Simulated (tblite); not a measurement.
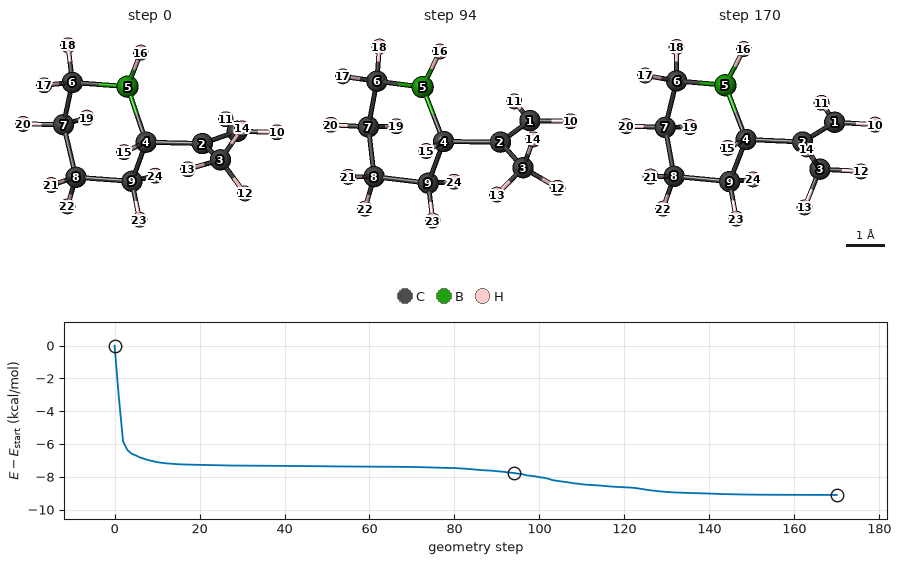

Frames of a relaxation of C8H15B, marked on the history of the run. Style: ball-and-stick. Shown at a tilt.

Level of theory: tblite, GFN2-xTB geometry optimisation, gas phase. 

### What happens along the run?

The atom that moves furthest after the best rigid fit is H13 (1.37 Å). Largest moves by element: H 1.37 Å, C 0.30 Å, B 0.11 Å. Near-neighbour distances that change, for instance: C2–C3 1.527 → 1.498 Å, C3–H13 1.117 → 1.090 Å, B5–C6 1.597 → 1.572 Å, C4–H15 1.121 → 1.101 Å. Bond angles that change, for instance: C1–C2–C3 118.2° → 122.3°, B5–C6–C7 111.0° → 115.0°, H17–C6–H18 108.6° → 105.0°. Groups turn about C2–C3 by about 55°. After 170 geometry steps the energy has fallen by 9.10 kcal/mol. The run took 2.4 s on 1 thread of Arm Neoverse N1, on a shared host. From step 0 to 94: H13 moves most (0.81 Å), energy −7.76 kcal/mol. From step 94 to 170: H14 moves most (0.76 Å), energy −1.34 kcal/mol.
